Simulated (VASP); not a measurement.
Band structure of DyZn (space group Pm-3m). Computed with r2SCAN meta-GGA, VASP's PBE PAW potentials (set 64) (plane waves; VASP).

The 4f electrons are frozen in the core of the lanthanide potential, so 4f levels, which can set the real gap, and their magnetism are missing.

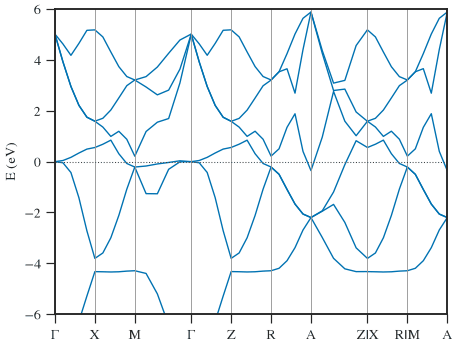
*Bands along high-symmetry lines, zero at the valence-band maximum or, without a gap, the Fermi level*

Task: Read the plot: is there a gap, and where are the band edges?

Result: It has no gap at this level: it comes out as a metal or semimetal.

The structure comes from a measured DyZn entry (P4/mmm) of the Crystallography Open Database, whose conditions weren't checked. It was relaxed first. The relaxed cell has space group Pm-3m. The electron count is odd and the run is not spin-polarised, which forces a metal.
